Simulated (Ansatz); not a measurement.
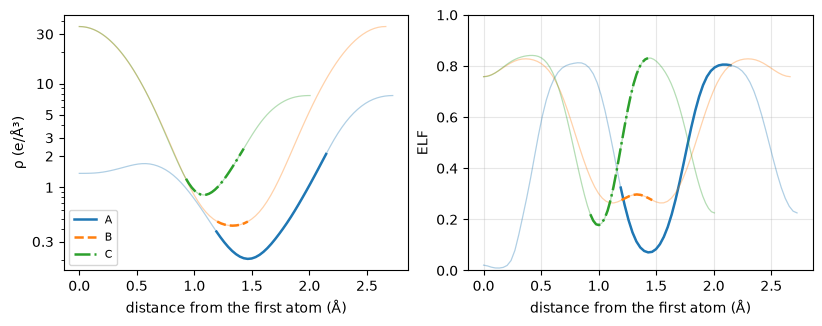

Figure. La3Hf2O3. Valence pseudo-density and electron localisation function along straight lines between neighbouring atoms. Thin, pale parts lie inside the atomic spheres.

Space group R-3m; a generated structure, not necessarily the stable one; changed on purpose from its base cell (volume × 0.88, shape and atoms relaxed); computed pressure about 15 GPa in this cell; computed without spin polarisation.

The calculation used DFT PBE, scalar-relativistic, plane waves, PAW (Ansatz).

In a PAW calculation such maps are meaningful between the atoms, not at the nuclei.

```xyz
24
Lattice="6.6183 0.0000 0.0000 -3.3092 5.7316 0.0000 0.0000 0.0000 11.6509" Properties=species:S:1:pos:R:3 pbc="T T T"
La    3.3092    0.0000    0.0000
La    0.0000    1.9105    3.8836
La    3.3091    3.8211    7.7673
La   -1.6546    2.8658    0.0000
La    1.6546    4.7763    3.8836
La    1.6545    0.9553    7.7673
La    1.6546    2.8658    0.0000
La   -1.6545    4.7763    3.8836
La    4.9637    0.9553    7.7673
Hf    0.0000    0.0000    1.3318
Hf    3.3092    1.9105    5.2155
Hf    0.0000    3.8211    9.0991
Hf    3.3092    1.9105    2.5518
Hf    0.0000    3.8211    6.4354
Hf    0.0000    0.0000   10.3191
O     3.3091    3.8211    1.9419
O     3.3092    0.0000    5.8254
O     0.0000    1.9105    9.7090
O     1.6545    0.9553    1.9419
O    -1.6546    2.8658    5.8254
O     1.6546    4.7763    9.7090
O     4.9637    0.9553    1.9419
O     1.6546    2.8658    5.8254
O    -1.6545    4.7763    9.7090
```

**Which curve belongs to which contact (Hf–Hf, Hf–O and La–O)? The first atom named is at distance zero.**

Curve A: La–O (2.72 Å): ρ is about 0.23 e/Å³ halfway; the ELF is about 0.10 at the midpoint (no shared electron pair shows on this line). Curve B: Hf–Hf (2.66 Å): ρ is about 0.43 e/Å³ halfway; the ELF is about 0.30 at the midpoint: no shared electron pair shows on this line. Curve C: Hf–O (2.01 Å): the density is about 0.93 e/Å³ at the midpoint; the ELF peaks at about 0.85 in the valence shell of O, 0.6 Å from its nucleus, and drops to about 0.20 between the two atoms: no shared electron pair shows on this line.
